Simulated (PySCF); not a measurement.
**triplet InCl at 4 levels**

We compute a comparison of 4 runs (NEVPT2(4,4)/STO-3G, UCISD/STO-3G, ROCCSD(T)/STO-3G, UCCSD(T)/STO-3G) of triplet InCl. 

The results are computed with PySCF 2.14.0.

7 further runs of the same task are left out: 7 set aside as unsound or not needed.

## (1) The molecule

InCl has 2 atoms, charge 0, and is taken as a triplet. SMILES of the parent species: `[Cl][In]`. Geometry: relaxed at PBE0-D4/def2-TZVP. That shape belongs to the parent species and isn't relaxed for this state.

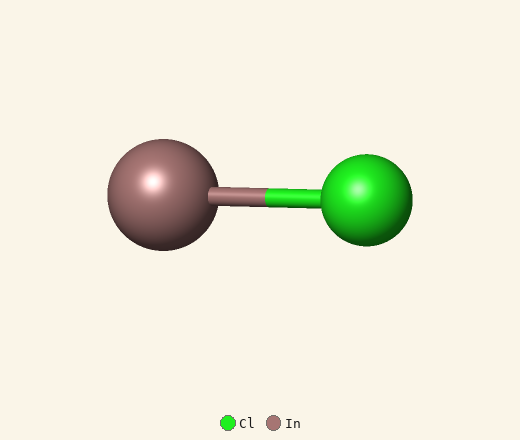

The structure, seen from a chosen angle (chlorine green, indium brown).

## (2) The energy at NEVPT2(4,4)/STO-3G (run 1)

The input, run.py:

```python
import numpy
from pyscf import gto, scf, mp, mcscf, mrpt

mol = gto.M(
    atom=[
    ('Cl', (0.000000, -0.000000, -0.013930)),
    ('In', (-0.000000, 0.000000, 2.399590)),
],
    basis='sto-3g',
    max_memory=1860,
    verbose=3,
    spin=2,
)

calc0 = mol.ROHF()
calc0.conv_tol = 1e-10
calc0.kernel()
if not calc0.converged:
    calc0 = calc0.newton().run(calc0.mo_coeff, calc0.mo_occ)

pt = mp.MP2(scf.addons.convert_to_uhf(calc0)).run()
noons, natorbs = mcscf.addons.make_natural_orbitals(pt)
print('natural occupations', numpy.round(noons[:40], 4))
cas = mcscf.CASSCF(calc0, 4, 4)
cas.fix_spin_(ss=2.0)
cas.natorb = True
cas.kernel(natorbs)
e_pt2 = mrpt.NEVPT(cas).kernel()
e_tot = cas.e_tot + e_pt2
print('E(%s) = %.9f' % ('NEVPT2', e_tot))
```

On the command line:

```console
OMP_NUM_THREADS=1 python run.py
```

Log:

```text
converged SCF energy = -6137.43593150553
E(UMP2) = -6137.44515067765  E_corr = -0.00921917211536361
E(SCS-UMP2) = -6137.44586793599  E_corr = -0.00993643045747125
natural occupations [2.     2.     2.     2.     2.     2.     2.     2.     2.     2.
 2.     2.     2.     2.     2.     2.     2.     2.     2.     2.
 2.     2.     2.     1.9999 1.9999 1.9999 1.9999 1.9997 1.9997 1.9993
 1.9978 1.992  1.0006 1.0005 0.0071 0.0037]
CASSCF energy = -6137.44280335627
CASCI E = -6137.44280335627  E(CI) = -2.82789494047211  S^2 = 2.0000000
Sr    (-1)',   E = -0.00000000000000
Si    (+1)',   E = -0.00086529658915
Sijrs (0)  ,   E = -0.00028138987330
Sijr  (+1) ,   E = -0.00045648981164
Srsi  (-1) ,   E = -0.00011751255973
Srs   (-2) ,   E = -0.00060249093071
Sij   (+2) ,   E = -0.00055067434013
Sir   (0)' ,   E = -0.00219141614963
Nevpt2 Energy = -0.005065270254292
E(NEVPT2) = -6137.447868627
```

Wall time 1.3 s (1 thread of Arm Neoverse V1, shared host); peak memory 0.13 GiB.

## (3) A single-point energy at UCISD/STO-3G (run 2)

The input, start.xyz:

```xyz
2

Cl     0.000000     0.000000    -0.013930
In     0.000000     0.000000     2.399590
```

The input, input.py:

```python
from pyscf import gto, scf, ci

molecule = gto.M(
    atom='start.xyz',
    charge=0,
    spin=2,
    verbose=3,
    max_memory=1860,
    basis='sto-3g',
)

mf = scf.UHF(molecule)
mf.conv_tol = 1e-10
mf.kernel()
if not mf.converged:
    mf = mf.newton().run(mf.mo_coeff, mf.mo_occ)

cisd = ci.CISD(mf, frozen=23)
cisd.kernel()
etot = cisd.e_tot
print(f'total energy: {etot:.8f} hartree')
```

On the command line:

```console
OMP_NUM_THREADS=1 python input.py
```

Log:

```text
WARN: HOMO -0.243768667493727 >= LUMO -0.553311407397355

converged SCF energy = -6137.4362306314  <S^2> = 2.0016839  2S+1 = 3.0011224
E(UCISD) = -6137.449309047674  E_corr = -0.01307841627859395
total energy: -6137.44930905 hartree
```

Run time: 0.88 s. Hardware: 1 thread of Arm Neoverse V1, shared host; peak memory 0.11 GiB.

Run 3 isn't shown in full; the table further down has it.

## (4) A single-point energy at UCCSD(T)/STO-3G (run 4)

The input, input.py:

```python
from pyscf import gto, scf, cc

mol = gto.M(
    atom='''
Cl     0.000000     0.000000    -0.013930
In     0.000000     0.000000     2.399590
''',
    basis='sto-3g',
    spin=2,
    charge=0,
    verbose=3,
    max_memory=1860,
)

mf = scf.UHF(mol)
mf.conv_tol = 1e-10
mf.kernel()
if not mf.converged:
    mf = mf.newton().run(mf.mo_coeff, mf.mo_occ)

mycc = cc.CCSD(mf, frozen=23)
mycc.kernel()
e_t = mycc.ccsd_t()
e_tot = mycc.e_tot + e_t
print('E = %.10f Eh' % e_tot)
```

On the command line:

```console
OMP_NUM_THREADS=1 python input.py
```

Log:

```text
WARN: HOMO -0.243768667493727 >= LUMO -0.553311407397355

converged SCF energy = -6137.4362306314  <S^2> = 2.0016839  2S+1 = 3.0011224
E(UCCSD) = -6137.449181270018  E_corr = -0.01295063862333259
UCCSD(T) correction = -0.000594254013251612
E = -6137.4497755240 Eh
```

Run time: 0.96 s. Hardware: 1 thread of Arm Neoverse V1, shared host; peak memory 0.1 GiB.

## (5) Overview of the runs

```tsv
run	level	active selection	frozen core orbitals	energy (Eh)	dipole moment (D) of the reference	wall time
1	NEVPT2(4,4)/STO-3G	mp2 natural orbitals	–	-6137.447869	5.28	1.3 s
2	UCISD/STO-3G	–	23	-6137.449309	5.27	0.88 s
3	ROCCSD(T)/STO-3G	–	23	-6137.449735	5.28	1.2 s
4	UCCSD(T)/STO-3G	–	23	-6137.449776	5.27	0.96 s
```

## (6) Outcome

| quantity | value |
| --- | --- |
| run 4: total energy | -6137.44978 Eh |
| run 4: dipole moment (Hartree–Fock density) | 5.27 D |
| run 4: HOMO energy (Hartree–Fock orbitals) (highest over α and β) | -3.16 eV |
| run 4: LUMO energy (Hartree–Fock orbitals) (lowest over α and β) | 3.21 eV |
| run 4: correlation energy (23 core orbitals frozen) | -13.5 mEh |
| run 4: (T) correction | -0.59 mEh |
| run 4: ⟨S²⟩ of the reference determinant | 2.002 |
| run 4: T1 diagnostic | 0.010 |

In runs 1, 2, 3, 4 the basis is minimal, so the values are rough. In runs 1, 2, 3, 4 relativity is left out where basis or elements ask for it. All runs together took 4.3 s, the longest 1.3 s.
